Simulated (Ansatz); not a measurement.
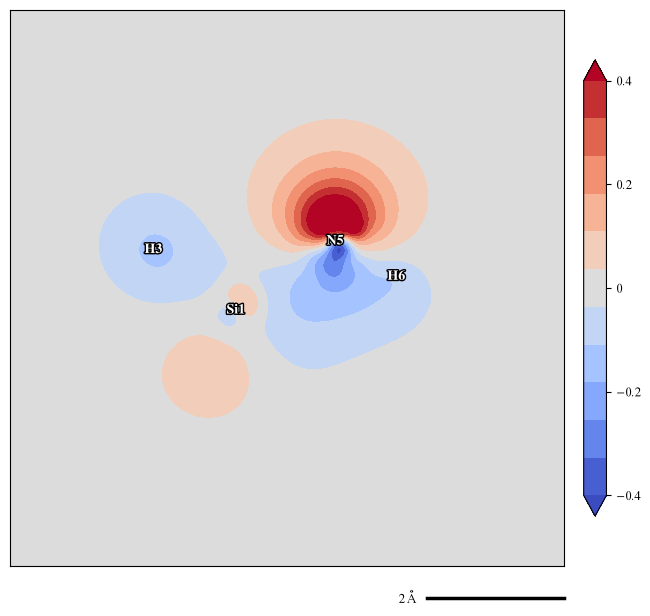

H5NSi···HF. The HOMO on the plane of atoms Si1, N5 and H6 (values in Å⁻³ᐟ²; the overall sign is arbitrary).

These are results of RKS PBE/def2-SVP (Ansatz 0.2.0), not measurements.

Input file:

```
crystal:
  periodic: [false, false, false]
  atoms:
    - { symbol: Si, position_ang: [0.144481, -0.050867, -0.091875] }
    - { symbol: H, position_ang: [0.248784, 0.031367, 1.383066] }
    - { symbol: H, position_ang: [1.552431, -0.087171, -0.624551] }
    - { symbol: H, position_ang: [-0.477422, 1.240038, -0.569989] }
    - { symbol: "N", position_ang: [-0.612723, -1.571242, -0.508647] }
    - { symbol: H, position_ang: [-1.5895, -1.632232, -0.199234] }
    - { symbol: H, position_ang: [-0.544663, -1.870793, -1.488844] }
    - { symbol: F, position_ang: [-2.311445, -0.103808, 1.251143] }
    - { symbol: H, position_ang: [-1.559241, -0.084793, 1.804132] }
basis:
  gaussian: { orbitals: def2-SVP }
hamiltonian:
  xc: pbe
relax:
  f_tol: 0.03
  max_steps: 50
output:
  orbitals: {}
```

Command:

```sh
ansatz run input.yaml --threads 1 --pin off --max-ram 2048MiB --backend cpu --events-out ev --progress --plain --runs-dir out
```

The fields are those of the run's last geometry, not of the input's.

> Where does this orbital lie, and at what energy?

By Hirshfeld shares it lies mainly on N5 (about 65 %) and H4 (about 10 %); largely a lone pair of N5. Its energy is −5.92 eV.
